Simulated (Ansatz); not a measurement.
# The false plateau in GW convergence: Selenium (P3_121, 3 atoms a cell), part 2 of 2

Wanted: the G0W0 gap of Selenium (P3_121, 3 atoms a cell) over a grid of bands and cutoffs.

Ansatz 0.2.0; G0W0 on PBE, plane waves, PAW; PAW set soft_1. Known limits of the many-body steps: not at the basis limit; no spin-orbit coupling.

So far. Step 7 (341 empty bands, screening to 150 eV): The G0W0 gap on the mesh is 1.715 eV.

### Step 8. 605 empty bands, screening to 220 eV

Input file input.yaml:

```yaml
crystal:
  lattice:
    - [4.3662, 0.0, 0.0]
    - [-2.1831, 3.781240118, 0.0]
    - [0.0, 0.0, 4.9536]
  atoms:
    - { symbol: Se, position: [0.2254, 0.0, 0.3333333333] }
    - { symbol: Se, position: [0.0, 0.2254, 0.6666666667] }
    - { symbol: Se, position: [0.7746, 0.7746, 0.0] }
kpoints:
  mp_grid: { grid: [6, 6, 4] }
hamiltonian:
  xc: pbe
  pseudopotentials: { kind: paw, azcp: { folder: soft_1 } }
scf:
  occupations: { method: fixed }
gw:
  n_empty_bands: 605
  ecut_chi: 220
  qp_bands: [v2, c2]
  qp_kpoints: band_edges
  screening: { model: contour_deformation }
```

The run is started by

```sh
$ ansatz run input.yaml --threads 2 --pin off --max-ram 92160MiB --backend cuda --events-out ev --progress --plain --runs-dir out --devices 1 --max-vram 13GiB
```

Numbers of over 12 decimals in the logs are rounded to 6 here.

Output:

```text
GPUs: using 1 of 1 available (devices: 1).
[...]
GPU FFT provider: cuFFT
GPU libraries: cuBLAS 13.8.2, cuFFT 12.4.0, cuSOLVER 12.3.4
Crystal: 3 atoms, lattice volume = 81.782 Å³
Basis set: ecut = 420 eV, 1583 PW (Γ)
Bands: 29, of which v1, the nominal top of the filled ones, is band 24 counted from 1 (23 counted from 0)
Symmetry: 6 space group operations
[...]
k-points: 24 of 144 (time reversal used)
[...]
1    26      8.0427   -10.6982    -3.9550   -14.6945  0.7315     8.0841     8.0840  root
[...]
23    23      6.2984   -17.4559     1.2108   -15.5637  0.7327     5.6051     5.6171  root
    23    24      6.2984   -17.4559     1.2108   -15.5637  0.7327     5.6051     5.6171  root
    23    25      7.5497   -11.3279    -3.6964   -15.0623  0.7429     7.5877     7.5876  root
    23    26      9.2295   -10.7515    -4.3247   -15.1531  0.7112     9.3065     9.3063  root
[key lines of the parts left out:]
SCF converged after 7 iterations
Free energy (F): -16407.227624 eV
Fermi energy:    6.527454 eV
```

The job ended after 2.6 min (1 × NVIDIA H100 80GB HBM3 (shared by 6 runs) with 2 threads of AMD EPYC 7R13 (Zen 3), shared host; peak memory 2.8 GiB; 4.4 min of CPU time).

The G0W0 gap on the mesh is 1.717 eV.

### Step 9. 185 empty bands, screening to 300 eV

Edit input.yaml of step 8 so:

```diff
@@ -17,4 +17,4 @@
 gw:
-  n_empty_bands: 605
-  ecut_chi: 220
+  n_empty_bands: 185
+  ecut_chi: 300
   qp_bands: [v2, c2]
```

Output:

```text
GPUs: using 1 of 1 available (devices: 1).
[...]
GPU FFT provider: cuFFT
GPU libraries: cuBLAS 13.8.2, cuFFT 12.4.0, cuSOLVER 12.3.4
Crystal: 3 atoms, lattice volume = 81.782 Å³
Basis set: ecut = 420 eV, 1583 PW (Γ)
Bands: 29, of which v1, the nominal top of the filled ones, is band 24 counted from 1 (23 counted from 0)
Symmetry: 6 space group operations
[...]
k-points: 24 of 144 (time reversal used)
[...]
1    26      8.0427   -10.6982    -3.7484   -14.6945  0.7314     8.2922     8.2906  root
[...]
23    23      6.2984   -17.4559     1.4234   -15.5637  0.7326     5.8244     5.8296  root
    23    24      6.2984   -17.4559     1.4234   -15.5637  0.7326     5.8244     5.8296  root
    23    25      7.5497   -11.3279    -3.4716   -15.0623  0.7427     7.8138     7.8125  root
    23    26      9.2295   -10.7515    -4.1167   -15.1531  0.7109     9.5177     9.5144  root
[key lines of the parts left out:]
SCF converged after 7 iterations
Free energy (F): -16407.227624 eV
Fermi energy:    6.527454 eV
```

Elapsed: 91 s, on 1 × NVIDIA H100 80GB HBM3 (shared by 6 runs) with 2 threads; peak memory 4.3 GiB; 2.5 min of CPU time.

The G0W0 gap on the mesh is 1.723 eV.

### Step 10. 964 empty bands, screening to 300 eV

Edit input.yaml of step 9 so:

```diff
@@ -17,3 +17,3 @@
 gw:
-  n_empty_bands: 185
+  n_empty_bands: 964
   ecut_chi: 300
```

Output:

```text
GPUs: using 1 of 1 available (devices: 1).
[...]
GPU FFT provider: cuFFT
GPU libraries: cuBLAS 13.8.2, cuFFT 12.4.0, cuSOLVER 12.3.4
Crystal: 3 atoms, lattice volume = 81.782 Å³
Basis set: ecut = 420 eV, 1583 PW (Γ)
Bands: 29, of which v1, the nominal top of the filled ones, is band 24 counted from 1 (23 counted from 0)
Symmetry: 6 space group operations
[...]
k-points: 24 of 144 (time reversal used)
[...]
1    26      8.0427   -10.6982    -4.0054   -14.6945  0.7315     8.0336     8.0336  root
[...]
23    23      6.2984   -17.4559     1.1568   -15.5637  0.7326     5.5485     5.5631  root
    23    24      6.2984   -17.4559     1.1568   -15.5637  0.7326     5.5485     5.5631  root
    23    25      7.5497   -11.3279    -3.7514   -15.0623  0.7428     7.5327     7.5327  root
    23    26      9.2295   -10.7515    -4.3766   -15.1531  0.7110     9.2544     9.2544  root
[key lines of the parts left out:]
SCF converged after 7 iterations
Free energy (F): -16407.227624 eV
Fermi energy:    6.527454 eV
```

Elapsed: 5 min, on 1 × NVIDIA H100 80GB HBM3 (shared by 6 runs) with 2 threads; peak memory 5.3 GiB; 8.9 min of CPU time.

The G0W0 gap on the mesh is 1.718 eV.

### Step 11. The grid

Start PBE, 6×6×4 mesh. Times are wall times on 1 × NVIDIA H100 80GB HBM3 (shared by 6 runs) with 2 threads of AMD EPYC 7R13 (Zen 3), shared host, good to a factor of about two.

```csv
cutoff (eV),plane waves at q = 0,bands summed,gap (eV),Σc valence (eV),Σc conduction (eV),time
50,71,89,1.619,1.68,-3.10,16 s
50,71,365,1.604,1.48,-3.32,56 s
100,201,209,1.703,1.26,-3.43,33 s
100,201,988,1.694,1.14,-3.56,2.6 min
150,351,89,1.713,1.57,-3.11,31 s
150,351,365,1.715,1.09,-3.59,59 s
220,563,629,1.717,0.98,-3.70,2.6 min
300,973,209,1.723,1.20,-3.47,91 s
300,973,988,1.718,0.93,-3.75,5 min
```

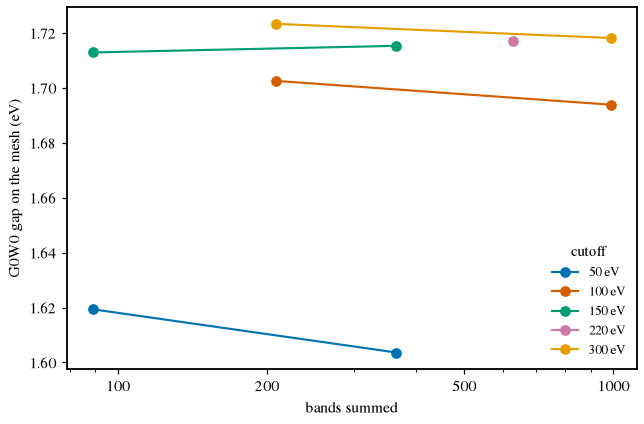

The gap against bands, one line for each screening cutoff.

### Step 12. What came out

| Quantity | Value |
| --- | --- |
| 89 bands, 50 eV | 1.619 eV |
| 365 bands, 50 eV | 1.604 eV |
| 209 bands, 100 eV | 1.703 eV |
| 988 bands, 100 eV | 1.694 eV |
| 89 bands, 150 eV | 1.713 eV |
| 365 bands, 150 eV | 1.715 eV |
| 629 bands, 220 eV | 1.717 eV |
| 209 bands, 300 eV | 1.723 eV |
| 988 bands, 300 eV | 1.718 eV |
| estimated limit along the diagonal | 1.72 eV |
| mesh and start | 6×6×4, PBE |

What this shows: At 50 eV, going from 89 to 365 bands moves the gap by −0.02 eV. At 100 eV, going from 209 to 988 bands moves the gap by −0.01 eV. At 150 eV, going from 89 to 365 bands moves the gap by +0.002 eV. At 300 eV, going from 209 to 988 bands moves the gap by −0.01 eV. At 89 bands, raising the cutoff from 50 to 150 eV moves it by +0.09 eV. At 365 bands, raising the cutoff from 50 to 150 eV moves it by +0.11 eV. At 209 bands, raising the cutoff from 100 to 300 eV moves it by +0.02 eV. At 988 bands, raising the cutoff from 100 to 300 eV moves it by +0.02 eV. Along the diagonal, where both rise together, the two highest rungs point to 1.72 eV. Gaps are over the mesh's points; an edge off the mesh would be missed. A low cutoff hides what high bands add, so a band series at one cutoff can look settled before the gap is. The many-body steps are scalar-relativistic: spin-orbit coupling is not in them.

[Paths, hosts, dates, memory and timing lines, banners, echoed tables and standing remarks are left out of the program output.]

[Logs are printed without paths, hosts, clocks, repeated set-up lines and the standing remarks that a program may print on its own settings, such as how far it seeks lower states.]

[Runs of the session that timed out or met a known fault of the program may be left out.]

[Cells called generated may have been cut or substituted from an entry of the Crystallography Open Database or the Materials Project.]

[Hosts, paths, dates, database ids (printed as entryN), source tags and the programs' standing remarks are cut or masked in the printed files.]
